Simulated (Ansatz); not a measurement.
## Run report: BH$_{3}$O$_{2}$, frequency calculation

BH$_{3}$O$_{2}$, computed with RKS r2SCAN-D4/6-31G* (Ansatz 0.2.0).

It belongs to a series of runs on one base structure; here: vibrations at the highest image of the band. Figures and captions count atoms from 1; the log counts them from 0 in places.

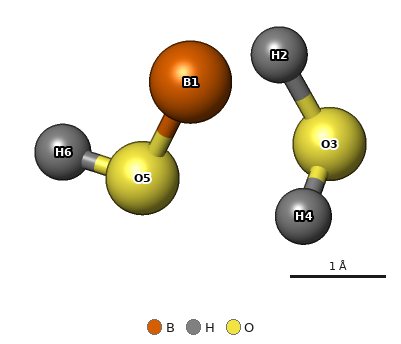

Figure 1. The input geometry (ball-and-stick view, seen at a tilt; atoms are numbered from 1 in the order of the input).

## Summary

| quantity | value |
| --- | --- |
| outcome | converged |
| total energy | −4814.2433 eV |
| mean-field energy | −4814.2296 eV |
| largest force (length of the vector) | under 0.001 eV/Å |
| hardware | 1 thread of Intel Xeon @ 2.50GHz (Skylake/Cascade Lake), 32 GiB of memory available, shared host |
| wall time | 35 s |
| peak memory | 0.12 GiB |

## The input
```yaml
crystal:
  periodic: [false, false, false]
  atoms:
    - { symbol: B, position_ang: [-0.28205, -0.097266, 0.449846] }
    - { symbol: H, position_ang: [0.97688, -0.120948, 1.170199] }
    - { symbol: O, position_ang: [1.4383, 0.051322, 0.146607] }
    - { symbol: H, position_ang: [1.731241, -0.806905, -0.227792] }
    - { symbol: O, position_ang: [-0.820906, -0.346866, -0.753621] }
    - { symbol: H, position_ang: [-1.777966, -0.477937, -0.664941] }
basis:
  gaussian: { orbitals: "6-31G*" }
hamiltonian:
  xc: r2scan
  dispersion: d4
phonons: {}
```

Run as:
```bash
ansatz run input.yaml --threads 1 --pin off --max-ram 2048MiB --backend cpu --events-out ev --progress --plain --runs-dir out
```

## The program's output
```
Engine: ansatz 0.2.0, x86_64-unknown-linux-gnu
Functional definition: r2SCAN
  parameter k0 = 0.174
  parameter k1 = 0.065
  parameter a1 = 4.9479
  exchange = r2scan_x(k0 = k0, k1 = k1, a1 = a1)
  correlation = r2scan_c
551 factors; their error is unknown
mean field evaluation 1: about -4808.5842 eV, gradient 5.8e1 eV
mean field evaluation 2: about -4791.0055 eV, gradient 1.1e2 eV
mean field evaluation 4: about -4814.1552 eV, gradient 6.7e0 eV
mean field evaluation 8: about -4814.2295 eV, gradient 1.7e-1 eV
mean field -4814.22955999 eV, -176.9196731276 hartree, gradient 3.5e-5 eV, S^2 0.000000; 0 other end points of the search recorded, 0 dependent functions left out
the calculation of the forces begins
reference -4814.22956509 eV, -176.9196733150 hartree; 12, 12 occupied and 39, 39 virtual orbitals, 551 factors
these checks for a lower state are left out or cut short: stability, starts, cluster_reference, orbital_swaps, neighbouring_geometries, increment
551 factors; their error is unknown
mean field evaluation 16: about -4814.2593 eV, gradient 2.0e-1 eV
mean field -4814.22952957 eV, -176.9196720099 hartree, gradient 2.2e-6 eV, S^2 0.000000; 0 other end points of the search recorded, 0 dependent functions left out
[... from here on the field's lines of each further geometry are left out, up to the last ...]
the calculation of the forces begins
reference -4814.22955506 eV, -176.9196729466 hartree; 12, 12 occupied and 39, 39 virtual orbitals, 551 factors
these checks for a lower state are left out or cut short: stability, starts, cluster_reference, orbital_swaps, neighbouring_geometries, increment
551 factors; their error is unknown
mean field -4814.22955042 eV, -176.9196727759 hartree, gradient 1.6e-6 eV, S^2 0.000000; 0 other end points of the search recorded, 0 dependent functions left out
the calculation of the forces begins
reference -4814.22955552 eV, -176.9196729633 hartree; 12, 12 occupied and 39, 39 virtual orbitals, 551 factors
WARN: phonons: modes at or below zero, which the zero-point energy, F, S and C_V leave out: 1, the lowest at -1119.66 cm⁻¹. A minimum has none, and a first-order saddle one
Total energy: -4814.24326685 eV, -176.9201768455 hartree
Atom 0 at    -0.282050    -0.097266     0.449846 Å, force     0.000137    -0.000179     0.000018 eV/Å
Atom 1 at     0.976880    -0.120948     1.170199 Å, force    -0.000425     0.000043     0.000213 eV/Å
Atom 2 at     1.438300     0.051322     0.146607 Å, force     0.000338     0.000041    -0.000341 eV/Å
Atom 3 at     1.731241    -0.806905    -0.227792 Å, force    -0.000064     0.000011     0.000010 eV/Å
Atom 4 at    -0.820906    -0.346866    -0.753621 Å, force     0.000037     0.000086     0.000064 eV/Å
Atom 5 at    -1.777966    -0.477937    -0.664941 Å, force    -0.000023    -0.000002     0.000035 eV/Å
Dipole moment:    -0.114947    -0.381526    -0.201474 e Å
Vibrations: -1119.66 187.71 353.49 478.28 568.65 751.92 1001.44 1298.25 1349.74 2115.25 3605.08 3769.72 cm⁻¹, zero-point energy 0.959609 eV
```

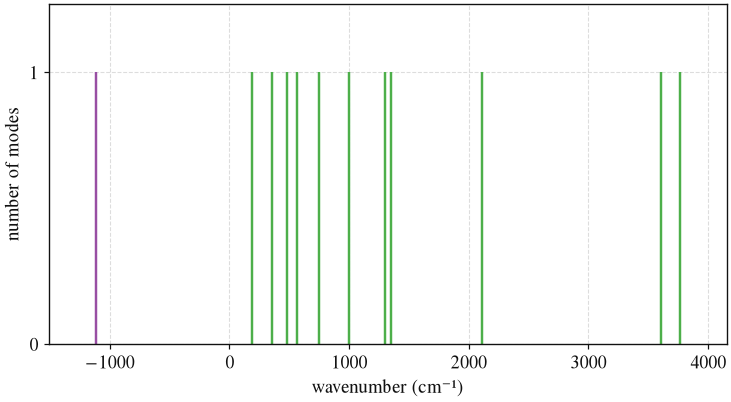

Figure 2. Harmonic vibrational wavenumbers from the force constants; neighbouring modes closer than 22 cm⁻¹ are counted in one stick, and imaginary ones are drawn at negative wavenumbers. 12 modes from 1120i to 3770 cm⁻¹, 1 imaginary beyond 8i (1120i cm⁻¹): a first-order saddle point, if the geometry is stationary.
